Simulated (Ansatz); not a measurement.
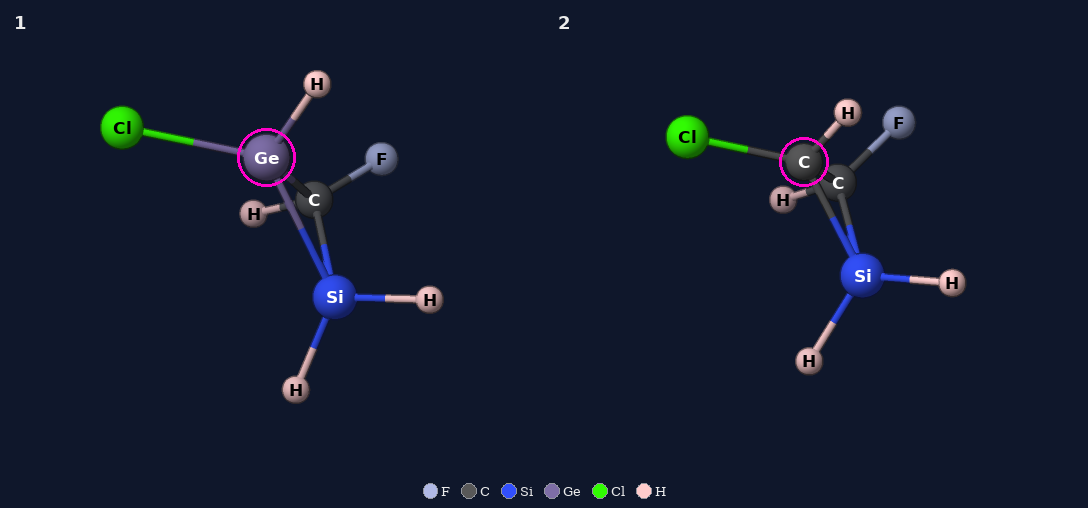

2 molecules with one skeleton, seen from the same side and at one scale; the atom that differs is circled. Each species is neutral and a spin singlet. Computed geometries: PBE0-D4/def2-TZVP optimisations, one conformation each. Properties computed with Ansatz 0.2.0.

One atom differs, called X below: Ge in panel 1, C in panel 2. Their formulas are CH4ClFGeSi (`F[C@H]1[SiH2][Ge@@H]1[Cl]`), C2H4ClFSi (`F[C@H]1[SiH2][C@@H]1Cl`).

Question: In which is the length of X–H larger (PBE0-D4/def2-TZVP)?

Answer: In panel 1 (X = Ge).

Question: In which is the length of X–Si larger (PBE0-D4/def2-TZVP)?

Answer: In panel 1 (X = Ge).

Give the values. With PBE0-D4/def2-TZVP: length of X–C (Å), length of X–Cl (Å), length of X–H (Å), length of X–Si (Å), angle C–X–Si (°). With ωB97M-V/def2-SVP: HOMO energy (Kohn–Sham orbital) (eV), HOMO–LUMO gap (eV). With PBE-D4/def2-TZVPP: dipole moment (D).

```
                            quantity  1 (Ge)  2 (C)   2 − 1
                   length of X–C (Å)   1.997  1.507  −0.490
                  length of X–Cl (Å)   2.151  1.757  −0.394
                   length of X–H (Å)   1.530  1.089  −0.441
                  length of X–Si (Å)   2.327  1.868  −0.459
                    angle C–X–Si (°)    51.6   66.4   +14.8
HOMO energy (Kohn–Sham orbital) (eV)   −9.00  −9.36   −0.36
                  HOMO–LUMO gap (eV)    9.84  11.09   +1.25
                   dipole moment (D)    1.56   1.82   +0.26
```
